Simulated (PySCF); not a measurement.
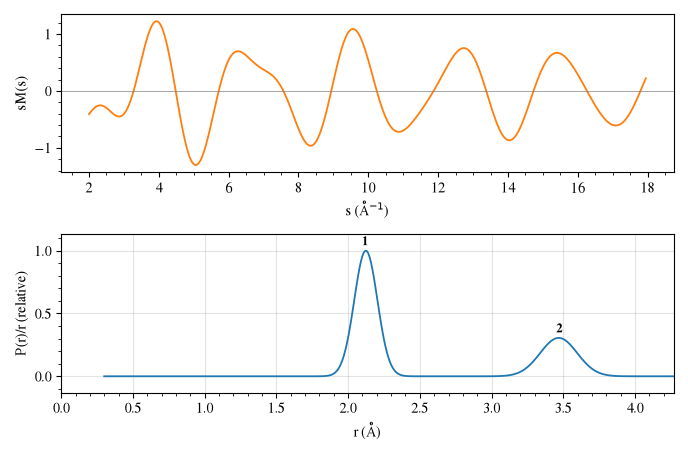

Simulated gas electron diffraction: reduced molecular intensity sM(s) from the Debye equation in the first Born approximation (top) and the radial distribution curve (bottom) of Cl₄Ge. Each pair of atoms contributes with weight ZᵢZⱼ/r; damping constant 0.002 Å²; vibrational amplitudes assumed, not computed: 0.05 Å for bonds, 0.078 Å for bonds to H, 0.06 + 0.015 r up to 0.15 Å for other pairs. The geometry is the end point of an optimisation (PySCF 2.14.0, density-fitted response routines, PBE0-D3(BJ)/def2-SVP geometry optimisation, gas phase); it may be a saddle point or a higher isomer. SMILES: [Cl][Ge]([Cl])([Cl])[Cl].

Which pairs of atoms lie under the numbered peaks? Mark bonded pairs by – and others by ···.

Answer. Peak 1, 2.12 Å: Ge–Cl 2.12 Å (×4)
Peak 2, 3.47 Å: Cl···Cl 3.46–3.48 Å (×6)
